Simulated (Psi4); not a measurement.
**BNH3F3 (SMILES [NH3+][B-](F)(F)F): CCSD(T)/cc-pVDZ**

What is the energy change on altering one bond length of BNH3F3 at CCSD(T)/cc-pVDZ? 

The results are computed with Psi4 1.11.

### Step 1. The system as given

BNH3F3 has 8 atoms, charge 0, and is taken as a singlet. SMILES: `[NH3+][B-](F)(F)F`. Geometry: relaxed at PBE0-D4/def2-TZVP.

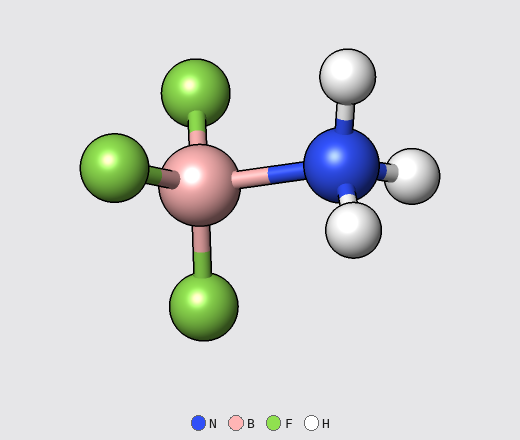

Viewed from a chosen angle; nitrogen blue, boron pink, fluorine green, hydrogen white.

### Step 2. A single-point energy at CCSD(T)/cc-pVDZ

Input file input.json:

```json
{
 "schema_name": "qcschema_input",
 "schema_version": 1,
 "molecule": {
  "schema_name": "qcschema_molecule",
  "schema_version": 2,
  "symbols": ["N", "B", "F", "F", "F", "H", "H", "H"],
  "geometry": [-0.94826457, -0.09902165, 1.22019616, 1.00438944, 0.0731324, -1.26252602, 2.87446241, -1.62592036, -0.71450545, -0.47507715, -0.58978352, -3.27659613, 1.78314557, 2.5384691, -1.28387993, -2.41941636, 1.10983615, 0.98643704, -0.01190527, 0.3677407, 2.82835309, -1.63329029, -1.88235619, 1.39707452],
  "molecular_charge": 0,
  "molecular_multiplicity": 1,
  "fix_symmetry": "c1",
  "fix_com": true,
  "fix_orientation": true
 },
 "driver": "energy",
 "model": {
  "method": "ccsd(t)",
  "basis": "cc-pVDZ"
 },
 "keywords": {
  "puream": true,
  "e_convergence": 1e-09,
  "d_convergence": 1e-08,
  "scf_type": "pk",
  "num_frozen_docc": 5
 }
}
```

Started as:

```bash
$ psi4 --qcschema input.json -n 1 --memory 1600MB
```

stdout:

```text
[...]
  Running in c1 symmetry.
[...]
  Nuclear repulsion =  191.439123136867011
[...]
  Multiplicity = 1
[...]
  Nalpha       = 21
  Nbeta        = 21
[...]
    Number of basis functions: 85
[...]
   @RHF iter   1:  -379.30992792172401   -1.01427e+00   6.40365e-03 ADIIS/DIIS
[...]
   @RHF iter  10:  -379.43273811647339   -2.14868e-11   7.45768e-09 DIIS
[...]
    Orbital Energies [Eh]
    ---------------------
    Doubly Occupied:
       1A    -26.252258     2A    -26.252234     3A    -26.252222
       4A    -15.668914     5A     -7.721285     6A     -1.596101
       7A     -1.549633     8A     -1.549605     9A     -1.272659
      10A     -0.793778    11A     -0.759804    12A     -0.759785
      13A     -0.715806    14A     -0.702542    15A     -0.702529
      16A     -0.618810    17A     -0.618800    18A     -0.592462
      19A     -0.592447    20A     -0.573310    21A     -0.549729
[...]
  @RHF Final Energy:  -379.43273811647339
   => Energetics <=
    Nuclear Repulsion Energy =            191.4391231368670105
    One-Electron Energy =                -909.5542999940175832
    Two-Electron Energy =                 338.6824387406771848
    Total Energy =                       -379.4327381164733879
[...]
 Multipole Moments:
 ------------------------------------------------------------------------------------
     Multipole            Electronic (a.u.)      Nuclear  (a.u.)        Total (a.u.)
 ------------------------------------------------------------------------------------
 L = 1.  Multiply by 2.5417464519 to convert [e a0] to [Debye]
 Dipole X            :        -33.5354002           31.9622608           -1.5731395
 Dipole Y            :         -2.3115292            2.1726181           -0.1389111
 Dipole Z            :         42.0348305          -40.0342259            2.0006046
 Magnitude           :                                                    2.5488199
[...]
      * MP2 total energy                      = -380.260796097091088
[...]
      * CCSD total energy                     = -380.282159200477736
[...]
      * CCSD(T) total energy                  = -380.297220409504121
[...]
```

The result, in JSON:

```text
{
 "driver": "energy",
 "model": {
  "method": "ccsd(t)",
  "basis": "cc-pVDZ"
 },
 "success": true,
 "return_result": -380.2972204095041,
 "properties": {
  "calcinfo_nbasis": 85,
  "calcinfo_nmo": 85,
  "calcinfo_nalpha": 21,
  "calcinfo_nbeta": 21,
  "calcinfo_natom": 8,
  "nuclear_repulsion_energy": 191.439123136867,
  "return_energy": -380.2972204095041,
  "scf_one_electron_energy": -909.5542999940176,
  "scf_two_electron_energy": 338.6824387406772,
  "scf_dipole_moment": [-1.5731394815556534, -0.13891111148352397, 2.000604564788418],
  "scf_total_energy": -379.4327381164734,
  "scf_iterations": 10,
  "mp2_same_spin_correlation_energy": -0.22220133717201473,
  "mp2_opposite_spin_correlation_energy": -0.6058566434476294,
  "mp2_singles_energy": -1.9666980228987653e-28,
  "mp2_doubles_energy": -0.8280579806196441,
  "mp2_correlation_energy": -0.8280579806196441,
  "mp2_total_energy": -380.2607960970911,
  "ccsd_same_spin_correlation_energy": -0.19908008526183563,
  "ccsd_opposite_spin_correlation_energy": -0.6503409987444396,
  "ccsd_singles_energy": 0.0,
  "ccsd_doubles_energy": -0.8494210840062753,
  "ccsd_correlation_energy": -0.8494210840062753,
  "ccsd_total_energy": -380.28215920047774,
  "ccsd_iterations": 16,
  "ccsd_prt_pr_correlation_energy": -0.8644822930326562,
  "ccsd_prt_pr_total_energy": -380.2972204095041
 }
}
```

Run time: 49 s. Hardware: 1 thread of Intel Xeon Platinum 8375C at 2.90GHz (Ice Lake), shared host; peak memory 0.5 GiB.

### Step 3. The distorted shape

Input file run.py:

```python
import numpy as np
from ase.calculators.psi4 import Psi4
from ase import Atoms

a = Atoms(['N', 'B', 'F', 'F', 'F', 'H', 'H', 'H'], positions=[
    [-0.898177, -0.249988, -0.035060],
    [0.135123, -0.158888, -1.348860],
    [1.124723, -1.057988, -1.058860],
    [-0.647777, -0.509688, -2.414660],
    [0.547223, 1.145712, -1.360160],
    [-1.676677, 0.389712, -0.158760],
    [-0.006300, 0.194600, 1.496700],
    [-1.260677, -1.193688, 0.058540],
])
calc = Psi4(atoms=a, method='ccsd(t)', basis='cc-pVDZ', memory='1600MB', num_threads=1, charge=0, multiplicity=1, label='bf3h3n')
calc.psi4.set_options({'puream': True, 'e_convergence': 1e-09, 'd_convergence': 1e-08, 'scf_type': 'pk', 'num_frozen_docc': 5})
a.calc = calc

print(f'energy: {a.get_potential_energy():.6f} eV')
```

Started as:

```bash
$ python run.py
```

bf3h3n.dat:

```text
[...]
  Running in c1 symmetry.
[...]
  Nuclear repulsion =  188.594261764534707
[...]
  Multiplicity = 1
[...]
  Nalpha       = 21
  Nbeta        = 21
[...]
    Number of basis functions: 85
[...]
   @RHF iter   1:  -379.09934320117350   -1.22636e+00   6.70699e-03 DIIS/ADIIS
[...]
   @RHF iter  13:  -379.26498657746492   -1.19371e-12   2.12067e-09 DIIS
[...]
    Orbital Energies [Eh]
    ---------------------
    Doubly Occupied:
       1A    -26.251653     2A    -26.243885     3A    -26.243850
       4A    -15.694381     5A     -7.714806     6A     -1.590065
       7A     -1.545432     8A     -1.541405     9A     -1.215400
      10A     -0.785425    11A     -0.749031    12A     -0.715065
      13A     -0.704780    14A     -0.695212    15A     -0.619749
      16A     -0.612823    17A     -0.595580    18A     -0.585372
      19A     -0.567512    20A     -0.560147    21A     -0.506257
[...]
  @RHF Final Energy:  -379.26498657746492
   => Energetics <=
    Nuclear Repulsion Energy =            188.5942617645347070
    One-Electron Energy =                -904.2428364617586567
    Two-Electron Energy =                 336.3835881197589970
    Total Energy =                       -379.2649865774649243
[...]
 Multipole Moments:
 ------------------------------------------------------------------------------------
     Multipole            Electronic (a.u.)      Nuclear  (a.u.)        Total (a.u.)
 ------------------------------------------------------------------------------------
 L = 1.  Multiply by 2.5417464519 to convert [e a0] to [Debye]
 Dipole X            :          2.3824431           -3.7901089           -1.4076658
 Dipole Y            :          0.1231858           -0.1799920           -0.0568062
 Dipole Z            :         -3.6617842            5.9437046            2.2819204
 Magnitude           :                                                    2.6817738
[...]
      * MP2 total energy                      = -380.116851418582371
[...]
      * CCSD total energy                     = -380.144263163585208
[...]
      * CCSD(T) total energy                  = -380.163585082096688
```

On the terminal:

```text
energy: -10344.778066 eV
```

Wall time 56 s (1 thread of Intel Xeon Platinum 8375C at 2.90GHz (Ice Lake), shared host); peak memory 0.51 GiB.

### Step 4. What came out

At CCSD(T)/cc-pVDZ, 5 core orbitals frozen:

```
                                                         quantity          value
                                        first shape: total energy  -380.29722 Eh
                 first shape: HOMO energy (Hartree–Fock orbitals)      -14.96 eV
                 first shape: LUMO energy (Hartree–Fock orbitals)        3.55 eV
               first shape: HOMO–LUMO gap (Hartree–Fock orbitals)       18.51 eV
         first shape: correlation energy (5 core orbitals frozen)     -864.5 mEh
                                      first shape: (T) correction     -15.06 mEh
                                       first shape: T1 diagnostic          0.010
                                    distorted shape: total energy  -380.16359 Eh
             distorted shape: HOMO energy (Hartree–Fock orbitals)      -13.78 eV
             distorted shape: LUMO energy (Hartree–Fock orbitals)       -0.90 eV
           distorted shape: HOMO–LUMO gap (Hartree–Fock orbitals)       12.87 eV
     distorted shape: correlation energy (5 core orbitals frozen)     -898.6 mEh
                                  distorted shape: (T) correction     -19.32 mEh
                                   distorted shape: T1 diagnostic          0.014
energy change with the N1–H7 bond stretched from 1.015 to 1.827 Å       3.636 eV
```

With the N1–H7 bond stretched from 1.015 to 1.827 Å the energy rises by 3.64 eV (351 kJ/mol). The first shape isn't relaxed at this level, so the change isn't measured from a minimum. The triples (first shape) make up 1.7 % of the correlation energy. The triples (distorted shape) make up 2.2 % of the correlation energy.
